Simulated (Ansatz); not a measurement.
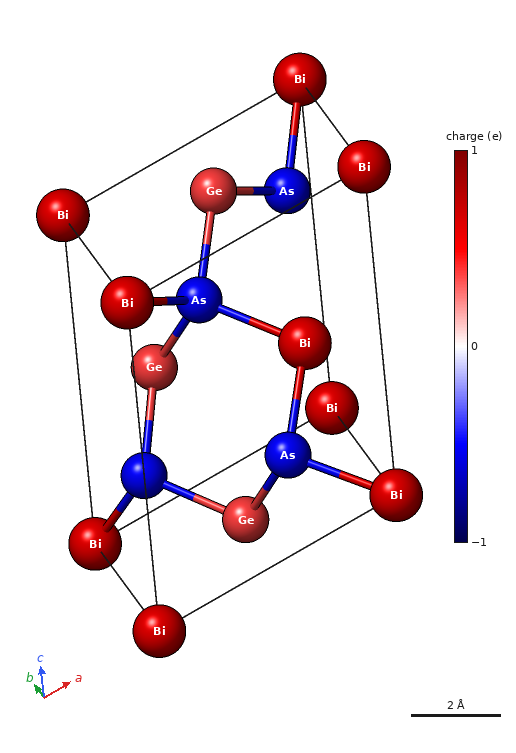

A ball-and-stick rendering, viewed slightly off an axis. Lines trace the edges of the simulation cell. The atoms of this GeBiAs₂ cell are coloured by their Bader charge.

Theory: DFT, PAW plane waves, r2SCAN in Ansatz 0.2.0. Numerical settings: plane-wave cutoff 500 eV, k-points on a 6×6×6 grid, Fermi-Dirac smearing of 0.15 eV, no spin polarisation.

Q: Describe the charge distribution among the elements.

A: Most positive: Bi; most negative: As. Charges: about Ge +0.4 e; Bi +0.6 e; As -0.5 e.

Origin: a generated cell, made by putting these elements into a known structure type (the compound may or may not exist in this form); unrelaxed. It was run through Ansatz as a DFT input.

At this level of theory the cell isn't at rest (compressed, at 5 GPa and forces up to 1.7 eV/Å), so its distances can differ from those at equilibrium, the more so the softer the solid.
